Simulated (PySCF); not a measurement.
| atom | x (Å) | y (Å) | z (Å) |
| --- | --- | --- | --- |
| C | 1.1672 | 0.5643 | -0.1573 |
| C | 0.0350 | -0.1852 | 0.4980 |
| C | -1.1996 | -0.3822 | -0.3445 |
| F | 0.4918 | -1.4102 | 0.8901 |
| F | -0.3169 | 0.4714 | 1.6413 |
| H | 0.8418 | 1.5745 | -0.4403 |
| H | 2.0009 | 0.6431 | 0.5538 |
| H | 1.5109 | 0.0317 | -1.0542 |
| H | -1.6226 | 0.5885 | -0.6362 |
| H | -1.9450 | -0.9368 | 0.2417 |
| H | -0.9568 | -0.9563 | -1.2489 |

Geometry: PBE0-D3(BJ)/def2-SVP.

Computed with PySCF, DFT single point, gas phase, functional wB97X.

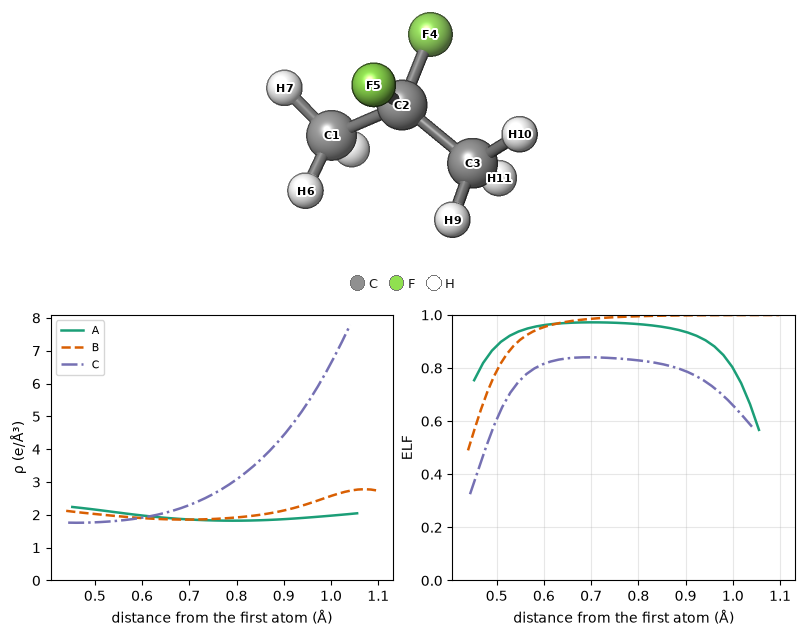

C3H6F2 (SMILES CC(C)(F)F). Total electron density and electron localisation function along straight lines between neighbouring atoms. The curves leave out the atomic cores. The structure is drawn too.

Question: Which curve belongs to which contact (C–C, C–F and C–H)? The first atom named is at distance zero.

Answer: Curve A: C–C (1.51 Å): ρ at the midpoint is about 1.8 e/Å³; the ELF peaks at about 1 between the atoms; a shared electron pair. Curve B: C–H (1.10 Å): the density is about 2 e/Å³ at the midpoint; the ELF climbs to about 1 towards the hydrogen, as it does in any bond to H (a covalent bond by its length). Curve C: C–F (1.36 Å): ρ at the midpoint is about 2.2 e/Å³, with its minimum of 1.8 e/Å³ about 0.5 Å from C; the ELF peaks at about 0.85 between the atoms: a shared but strongly polarised pair.
